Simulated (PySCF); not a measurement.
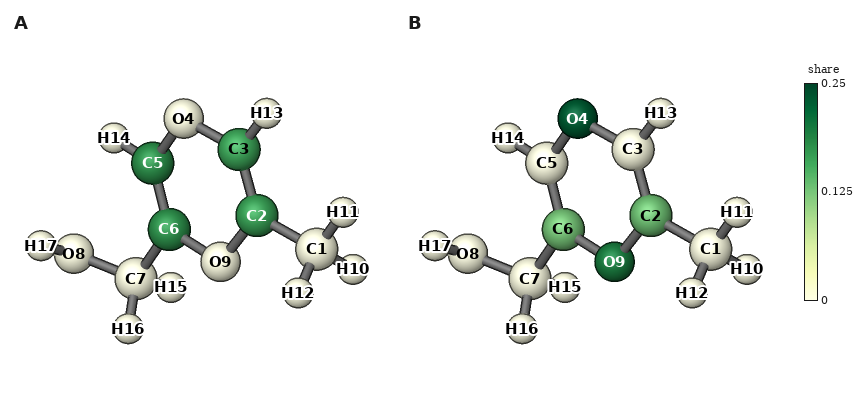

Each panel colours the atoms by their Löwdin share in one orbital (up to four of the largest shares; other atoms are shown as zero). The geometry was computed by an optimisation with GFN2-xTB. No frequency run is at hand to confirm it as a minimum. Level of theory: PBE0/def2-SVPD (PySCF 2.14.0).

Question: The panels show the HOMO, LUMO, in some order. Which is which?

Answer: A: LUMO, −0.01 eV; C5 0.18, C6 0.17, C2 0.16, C3 0.16
B: HOMO, −5.57 eV; O4 0.23, O9 0.20, C2 0.13, C6 0.12
